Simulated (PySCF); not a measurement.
# Excited-state calculation, with input and output: C4H6B2O

- system: C4H6B2O, SMILES BOBC#CC=C
- method: TDDFT CAM-B3LYP/def2-SVPD, vertical, gas phase, core orbitals frozen in the response (PySCF 2.14.0)

The geometry comes from this level: PBE0-D3(BJ)/def2-SVP.

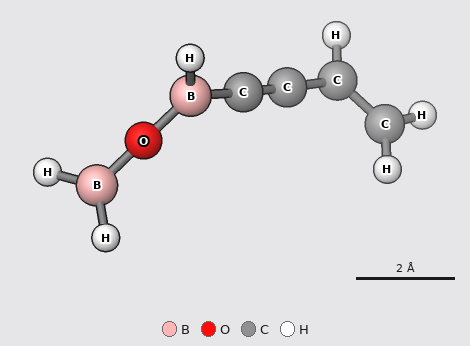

The input geometry (ball-and-stick view, seen at a tilt). Bond lengths as drawn: B–C 1.52 Å, B–H 1.21 Å, B–O 1.33 to 1.34 Å, C–C 1.22 to 1.42 Å and C–H 1.09 to 1.10 Å.

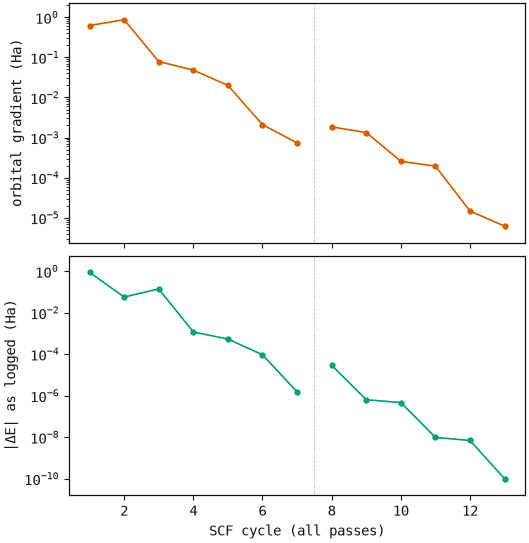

Convergence of the self-consistent field: orbital gradient and size of the energy change against the SCF cycle. The dotted line marks the change from a coarse to the final integration grid. The first 7 cycles use a coarse grid, the final grid takes over at cycle 8, and the field converges after 13 cycles in all.

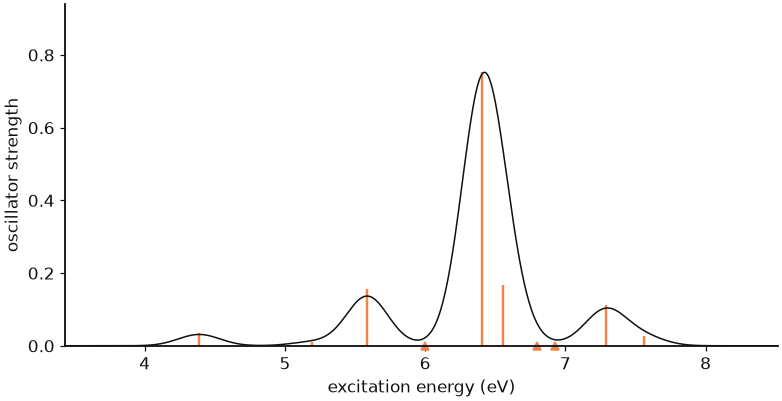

Computed excitations as sticks (degenerate states added up, dark ones marked on the axis), with a Gaussian envelope of 0.35 eV full width at half maximum, scaled to the tallest. Of the 10 states the lowest lies at 4.39 eV (f = 0.036); the strongest line is at 6.40 eV, or 194 nm (f = 0.752).

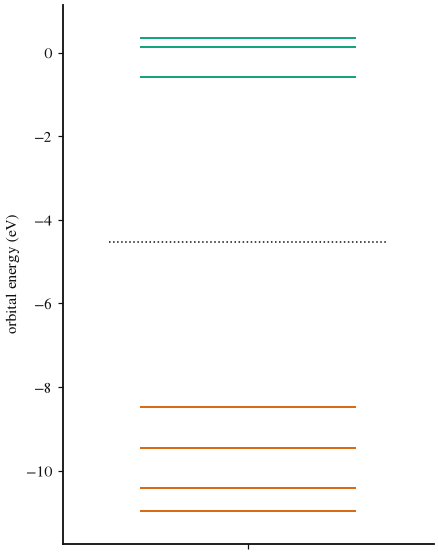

Orbital energies near the frontier; the dotted line parts filled from empty levels, and levels within 0.02 eV of each other stand side by side. Highest filled −8.49 eV, lowest empty −0.58 eV, 7.91 eV apart.

These pictures come from the run below.

Input file:
```
{"job": {"kind": "uv", "xc": "CAM-B3LYP", "basis": "def2-SVPD", "ip": true}, "charge": 0, "multiplicity": 1}
B      3.140281     1.538768     0.360363
O      2.278190     0.604824     0.758491
B      1.402052    -0.331836     1.146111
C      0.123346    -0.575484     0.352573
C     -0.921601    -0.810481    -0.239299
C     -2.124986    -1.109341    -0.930311
C     -3.173081    -0.278108    -1.028625
H      4.023112     1.222495    -0.404822
H      3.012585     2.666292     0.781441
H      1.654086    -0.974409     2.139203
H     -2.174269    -2.102971    -1.392582
H     -4.075464    -0.583637    -1.562505
H     -3.159310     0.716252    -0.575882
```

The first line tells a small driver script what to run in PySCF; the rest is the geometry in Å.

Launched with:
```bash
OMP_NUM_THREADS=1 python <driver script> task.json out
```

Output:
```
coarse grid: 11328 points
cycle   1  E = -280.4556091584  dE =  8.745e-01  |g| = 6.212e-01  |ddm| = 1.425e+01
cycle   2  E = -280.3988611081  dE =  5.675e-02  |g| = 8.671e-01  |ddm| = 2.255e+00
cycle   3  E = -280.5374956421  dE = -1.386e-01  |g| = 7.862e-02  |ddm| = 1.002e+00
cycle   4  E = -280.5386614870  dE = -1.166e-03  |g| = 4.809e-02  |ddm| = 3.267e-01
cycle   5  E = -280.5391956790  dE = -5.342e-04  |g| = 1.995e-02  |ddm| = 1.340e-01
cycle   6  E = -280.5392884996  dE = -9.282e-05  |g| = 2.107e-03  |ddm| = 4.350e-02
cycle   7  E = -280.5392900100  dE = -1.510e-06  |g| = 7.335e-04  |ddm| = 1.347e-02
final grid: 110688 points
cycle   8  E = -280.6042903962  dE = -2.891e-05  |g| = 1.840e-03  |ddm| = 2.127e-01
cycle   9  E = -280.6042910255  dE = -6.293e-07  |g| = 1.337e-03  |ddm| = 2.052e-02
cycle  10  E = -280.6042914858  dE = -4.604e-07  |g| = 2.554e-04  |ddm| = 4.176e-03
cycle  11  E = -280.6042914954  dE = -9.589e-09  |g| = 1.935e-04  |ddm| = 5.527e-04
cycle  12  E = -280.6042915022  dE = -6.825e-09  |g| = 1.465e-05  |ddm| = 2.409e-04
cycle  13  E = -280.6042915023  dE = -9.663e-11  |g| = 6.180e-06  |ddm| = 8.389e-05
converged SCF energy = -280.6042915023

Static polarisability (au): isotropic 88.752, principal 59.865 71.278 135.112

Singlet excitations
state   eV       nm        f      main configurations
  1   4.3886    282.5   0.03553   H->L 0.73, H->L+1 0.12
  2   5.1946    238.7   0.01174   H-1->L 0.62, H->L+1 0.21
  3   5.5867    221.9   0.15565   H->L+1 0.35, H-1->L+1 0.30, H->L 0.10
  4   5.9968    206.8   0.00289   H-2->L+2 0.43, H-1->L+2 0.34, H-2->L+1 0.10
  5   6.4033    193.6   0.75221   H-1->L+1 0.35, H-3->L 0.15, H-1->L 0.12
  6   6.5561    189.1   0.16815   H-3->L 0.56, H-3->L+1 0.14
  7   6.7943    182.5   0.00061   H->L+2 0.50, H->L+3 0.27, H->L+4 0.09
  8   6.9258    179.0   0.00348   H->L+3 0.35, H->L+2 0.33, H->L+4 0.18
  9   7.2878    170.1   0.11318   H-2->L 0.73
 10   7.5611    164.0   0.02645   H-4->L 0.24, H->L+5 0.16, H->L+4 0.13

Triplet excitations (Tamm-Dancoff, eV): 3.2546 4.3013 4.3446 5.2230
Vertical ionisation energy (delta-SCF) = 9.2511 eV
Vertical electron affinity (delta-SCF) = -0.0325 eV
```

Summary:

- outcome: converged
- total energy: −280.604292 hartree
- HOMO: −8.49 eV
- LUMO: −0.58 eV
- dipole moment: 1.44 D
- mean polarisability: 88.75 a.u.
- vertical ionisation energy: 9.25 eV
- vertical electron affinity: −0.03 eV
- lowest singlet excitation: 4.39 eV
- hardware: 1 CPU thread, shared host
- wall time: 2.9 min
- peak memory: 0.98 GiB
